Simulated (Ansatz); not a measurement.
Consider Mg2Ge in the anti-fluorite structure (space group Fm-3m, No. 225; a = 6.364 Å).

Modification: an isotropic linear strain of +2.00 %; the atoms relax in the strained cell.

Calculations: PBEsol (Ansatz, a program for electronic structure, PAW, no spin-orbit coupling).

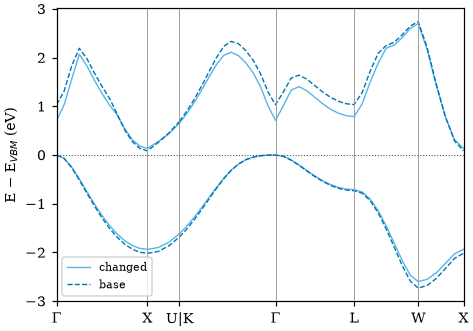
Fig. 1. Highest valence and lowest conduction band along the path, each from its own valence-band maximum

The gap is 0.13 eV, indirect, Γ → X; the base has 0.08 eV.

No phonon test of stability was made. A zero or small gap of Mg2Ge can be the functional's error rather than a property of the material.
